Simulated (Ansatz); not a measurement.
**Ligand exchange: AuBr + BH2(SH) → AuSH + BH2Br**

Species: AuBr (bromogold), singlet; BH2(SH), singlet; AuSH `[SH][Au]`, singlet; BH2Br `BBr`, singlet. The partners trade Br for SH: Au–Br and B–SH bonds give way to Au–SH and B–Br.

Shapes, held fixed at every level: PBE0-D4/def2-TZVP. Programs: Ansatz 0.2.0. The zero-point and thermal change to 298 K, harmonic and unscaled (PBE0-D4/def2-TZVP), is -3.7 kJ/mol.

```csv
level,kind,ΔH(298 K) (kJ/mol),less CCSD(T)/def2-TZVPP,CPU time (sum over the molecules)
SPW92/def2-TZVPP,LDA,+17.4,-5.1,5 s
BHLYP-D4/def2-TZVPP,global hybrid,+37.6,+15.1,9.7 s
r2SCAN0-D4/def2-TZVPP,global hybrid,+27.8,+5.3,17 s
B2PLYP/def2-TZVPP,double hybrid,+24.2,+1.7,17 s
MP2/def2-SVP,perturbation theory,+24.8,+2.3,–
CCSD(T)/def2-SVP,coupled cluster or CI,+33.4,+10.9,9.6 s
CCSD/def2-SVP,coupled cluster or CI,+35.7,+13.2,–
CCSD(T)/def2-TZVPP,coupled cluster or CI,+22.5,0.0,38 s
```

The highest level, CCSD(T)/def2-TZVPP, gives ΔH(298 K) = +22.5 kJ/mol; the levels span +17.4 to +37.6. The column of differences is taken from that level and isn't an error. No measured value is set beside it here. For atoms past krypton def2 sets carry core potentials with scalar relativity. Relativity is left out for Br. Outer-core shells of Au, Br are correlated, in sets that cover them unevenly. Times are processor times on shared x86 and Arm servers, and rough.

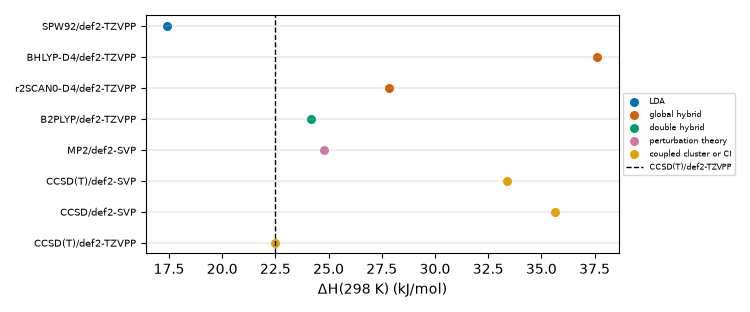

The values of the table, level by level.
